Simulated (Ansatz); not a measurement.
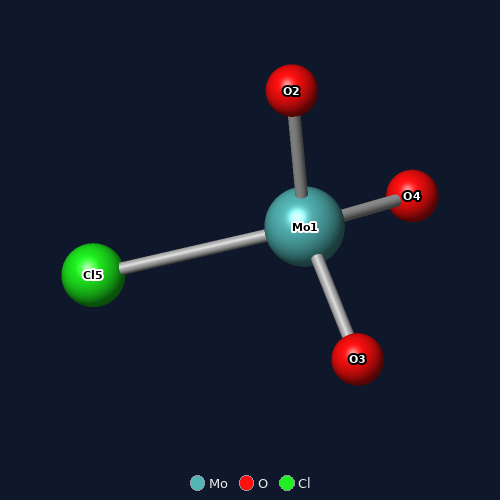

The system is [MoO3Cl]-, charge −1; the picture shows the reference structure. The first coordinate is: bond length Mo1–O2; the second: bond length Mo1–O4. Nothing is relaxed (all other coordinates rigid). The scan uses a 9 × 9 grid; 45 points were computed and 36 follow by symmetry. Energies: kJ/mol, counted from the lowest grid point. The reference is spin-restricted, which grows unreliable where a bond is stretched far. All numbers below come from Ansatz, RKS wB97X-V/def2-SVPD.

Its coordinates:

```xyz
5

Mo    0.0667    0.1155    0.0480
O     0.0691    0.0844    1.7560
O     1.6710    0.1129   -0.5388
O    -0.7575    1.5038   -0.5101
Cl   -1.0493   -1.8166   -0.7551
```

Range: bond length Mo1–O2 from 1.401 to 2.562 Å; bond length Mo1–O4 from 1.401 to 2.562 Å.

**Predict the map.**

The lowest grid point is at bond length Mo1–O2 = 1.691 Å, bond length Mo1–O4 = 1.691 Å. It is the only kind of minimum in the scanned range. The highest grid point, bond length Mo1–O2 = 2.562 Å, bond length Mo1–O4 = 2.562 Å, lies 1086 kJ/mol above the lowest. Round the minimum the two coordinates are weakly coupled (coupling 0.10 in units of the two stiffnesses).

```
bond length Mo1–O4 ↓, bond length Mo1–O2 →  1.401  1.546  1.691  1.836  1.982  2.127  2.272  2.417  2.562
                                     2.562    807    546    497    553    655    772    887    993   1086
                                     2.417    727    463    412    466    567    682    796    901    993
                                     2.272    638    370    315    367    466    579    692    796    887
                                     2.127    546    272    213    261    357    469    579    682    772
                                     1.982    458    177    112    155    248    357    466    567    655
                                     1.836    394    103     30     67    155    261    367    466    553
                                     1.691    388     83      0     30    112    213    315    412    497
                                     1.546    501    179     83    103    177    272    370    463    546
                                     1.401    844    501    388    394    458    546    638    727    807
```

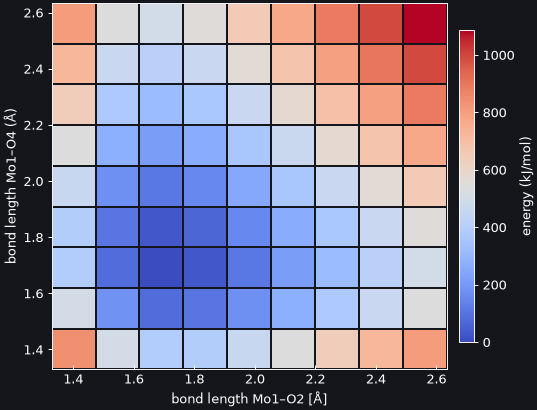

The picture shows one coloured cell a grid point.

Each point was launched as `ansatz run input.yaml --threads 1 --pin off --max-ram 2560MiB --backend cpu --events-out ev --progress --plain --runs-dir out`. The whole map (45 points run) took 9.3 min on 1 thread of AMD EPYC 9R45 96-Core Processor (Zen 5) (shared host).
